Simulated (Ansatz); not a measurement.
# BCCD(T)/def2-TZVPP run of GeF2 (SMILES [F][Ge][F])

Aim: the electronic atomisation energy of GeF2 at BCCD(T)/def2-TZVPP, from 3 runs. 

The results are computed with Ansatz 0.2.0.

32 further runs of the same task are left out: 32 set aside as unsound or not needed.

## 1. Starting point

The species is GeF2 (3 atoms), meant as a singlet with charge 0. SMILES: `[F][Ge][F]`. The shape is that of a PBE0-D4/def2-TZVP optimisation.

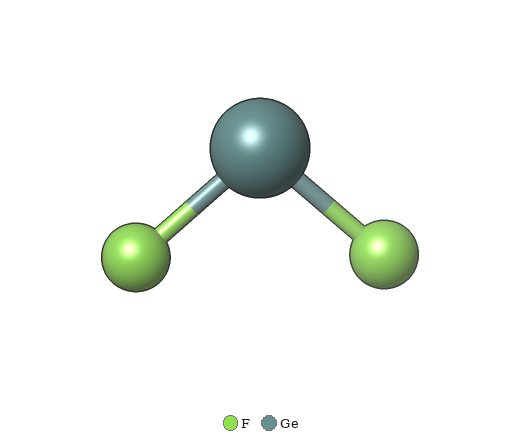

The structure, seen from a chosen angle (fluorine green, germanium teal).

## 2. A single-point energy at BCCD(T)/def2-TZVPP

The input, in.yaml:

```yaml
basis:
  gaussian:
    orbitals: def2-TZVPP
crystal:
  periodic: [false, false, false]
  atoms:
    - {symbol: F, position_ang: [-0.675900, -1.101800, -0.497500]}
    - {symbol: Ge, position_ang: [0.637500, -0.295200, 0.320200]}
    - {symbol: F, position_ang: [0.027600, 1.332100, 0.164100]}
correlation:
  method: bccd_t
  frozen_orbitals: {F: 1, Ge: 9}
scf:
  omitted_lower_state_checks: [cluster_reference, increment]
accuracy: high
```

The run is started by

```
$ ansatz run in.yaml --threads 1 --pin off --max-ram 3480MiB --events-out events.jsonl --progress --plain --runs-dir runs
```

The program printed, shortened:

```text
Warning: RAYON_NUM_THREADS=1 ignored (pool sized by the plan → 1); use --threads N
Functional definition: HF
  name "HF"
[...]
1632 factors; integrals over basis functions are off by at most 5.2e-9 eV
[...]
mean field -61889.99540901 eV, -2274.4153807354 hartree, gradient 2.4e-8 eV, S^2 0.000000; 0 other end points of the search recorded, 0 dependent functions left out
11 core orbitals not correlated: weight in the atoms' cores, before any rotation towards them, 1.000 or more for the frozen orbitals, at most 0.000 for the correlated occupied ones
reference -61889.99540901 eV, -2274.4153807354 hartree; 14, 14 occupied and 85, 85 virtual orbitals, 1632 factors
second order -19.81765853 eV of doubles, -0.00000000 eV of singles
cycle   1  -19.08020347 eV  change    7.4e-1 eV  update   1.2e-1
[...]
cycle  22  -19.65630301 eV  change  -6.5e-10 eV  update  8.1e-10
perturbative correction -0.74086712 eV, -0.0272263646 hartree
Total energy: -61910.39257914 eV, -2275.1649629121 hartree
Checks for a lower state left out: cluster_reference, increment
```

It took 21 s on 1 thread of Intel Xeon 6975P-C (Granite Rapids), shared host; peak memory 0.84 GiB.

## 3. The F atom, same level

The input, molecule.yaml:

```yaml
crystal:
  periodic: [false, false, false]
  atoms:
    - {symbol: F, position_ang: [0.000000, 0.000000, 0.000000]}
basis:
  gaussian:
    orbitals: def2-TZVPP
magnetization:
  spin_polarized: true
  initial_magnetization: 1
correlation:
  method: bccd_t
  frozen_orbitals: {F: 1}
accuracy: high
scf:
  omitted_lower_state_checks: [cluster_reference, increment]
```

The run is started by

```
$ ansatz run molecule.yaml --threads 1 --pin off --max-ram 3480MiB --events-out events.jsonl --progress --plain --runs-dir runs
```

The program printed, shortened:

```text
Warning: RAYON_NUM_THREADS=1 ignored (pool sized by the plan → 1); use --threads N
Functional definition: HF
  name "HF"
[...]
309 factors; integrals over basis functions are off by at most 2.5e-9 eV
[...]
mean field -2705.13284640 eV, -99.4117985004 hartree, gradient 2.0e-8 eV, S^2 0.753678; 3 other end points of the search recorded, 0 dependent functions left out
1 core orbitals not correlated: weight in the atoms' cores, before any rotation towards them, 1.000 or more for the frozen orbitals, at most 0.000 for the correlated occupied ones
reference -2705.13284640 eV, -99.4117985004 hartree; 4, 3 occupied and 26, 27 virtual orbitals, 309 factors
second order -5.38216567 eV of doubles, -0.00000000 eV of singles
cycle   1  -5.62500034 eV  change   -2.4e-1 eV  update   2.6e-2
[...]
cycle  16  -5.70527099 eV  change   1.8e-11 eV  update  6.7e-10
perturbative correction -0.09792643 eV, -0.0035987298 hartree
Total energy: -2710.93604382 eV, -99.6250620719 hartree
Checks for a lower state left out: cluster_reference, increment
```

Wall time 0.71 s (1 thread of Intel Xeon 6975P-C (Granite Rapids), shared host); peak memory 0.12 GiB.

## 4. The Ge atom, same level

The input, run.yaml:

```yaml
crystal:
  periodic: [false, false, false]
  atoms:
    - {symbol: Ge, position_ang: [0.000000, 0.000000, 0.000000]}
basis:
  gaussian: {orbitals: def2-TZVPP}
magnetization: {spin_polarized: true, initial_magnetization: 2}
correlation: {method: bccd_t, frozen_orbitals: {Ge: 9}}
accuracy: high
scf: {omitted_lower_state_checks: [cluster_reference, increment]}
```

Run the same way, it converges to -2075.51641 Eh (log not shown).

## 5. Results

At BCCD(T)/def2-TZVPP, 11 core orbitals frozen:

| quantity | value |
| --- | --- |
| molecule: total energy | -2275.16496 Eh |
| molecule: correlation energy (11 core orbitals frozen) | -749.6 mEh |
| molecule: (T) correction | -27.23 mEh |
| F atom: total energy | -99.62506 Eh |
| F atom: correlation energy (1 core orbital frozen) | -213.3 mEh |
| F atom: (T) correction | -3.60 mEh |
| F atom: ⟨S²⟩ of the reference determinant | 0.754 |
| Ge atom: total energy | -2075.51641 Eh |
| Ge atom: correlation energy (9 core orbitals frozen) | -195.4 mEh |
| Ge atom: (T) correction | -7.44 mEh |
| Ge atom: ⟨S²⟩ of the reference determinant | 2.011 |
| electronic atomisation energy | 10.842 eV |

**Reading.** Taking the molecule apart into free atoms costs 10.84 eV (1046 kJ/mol), before zero-point energy and without spin-orbit coupling. The triples (molecule) make up 3.6 % of the correlation energy. The triples (F atom) make up 1.7 % of the correlation energy. The triples (Ge atom) make up 3.8 % of the correlation energy.
